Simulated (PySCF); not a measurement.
| atom | x (Å) | y (Å) | z (Å) |
| --- | --- | --- | --- |
| C | -3.8845 | 1.0626 | -0.8277 |
| C | -3.0254 | 0.2453 | 0.0932 |
| O | -3.3674 | -0.1943 | 1.1564 |
| O | -1.8014 | 0.0473 | -0.3885 |
| Si | -0.6652 | -0.7896 | 0.4931 |
| C | 0.8360 | -0.7064 | -0.6754 |
| C | 2.0375 | -1.2314 | 0.0111 |
| C | 3.0122 | -0.4665 | 0.4860 |
| F | 4.0379 | -1.0965 | 1.1392 |
| Si | 3.1876 | 1.4160 | 0.4231 |
| H | -3.9328 | 0.5780 | -1.7999 |
| H | -4.8813 | 1.1692 | -0.4117 |
| H | -3.4298 | 2.0418 | -0.9613 |
| H | -1.1297 | -2.1575 | 0.7020 |
| H | -0.4252 | -0.0884 | 1.7491 |
| H | 1.0061 | 0.3222 | -0.9935 |
| H | 0.6377 | -1.3026 | -1.5674 |
| H | 2.0824 | -2.3037 | 0.1527 |
| H | 4.4527 | 1.7513 | 1.0696 |
| H | 3.1906 | 1.8529 | -0.9769 |
| H | 2.0533 | 2.0219 | 1.1263 |

Geometry: GFN2-xTB.

All numbers below come from PySCF, PBE0/pcSseg-1, SCF density, gas phase, non-relativistic.

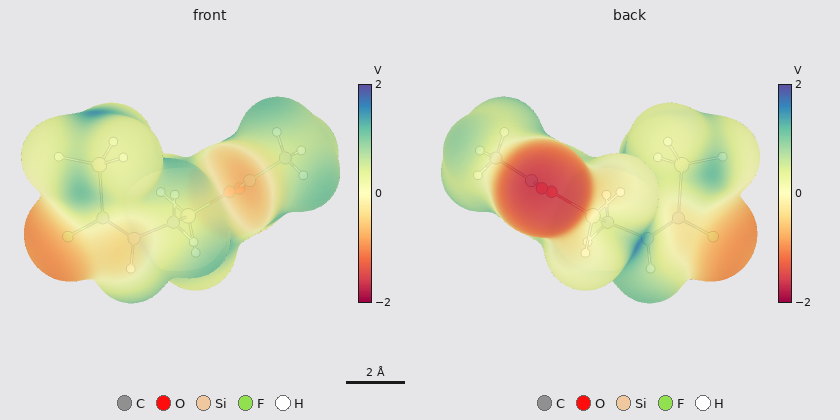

C$_{5}$H$_{11}$FO$_{2}$Si$_{2}$. The molecular electrostatic potential painted on the density surface at 0.002 e/bohr³, seen from the front and from behind; the colour scale runs from red (negative) to blue (positive).

> Describe the electrostatic potential map.

The most negative region (about −1.6 V, or −37 kcal/mol for a unit charge) lies over O3, the most positive (about +1.4 V, or +32 kcal/mol for a unit charge) over Si5 and Si10. O3 is the likeliest acceptor of a hydrogen bond.
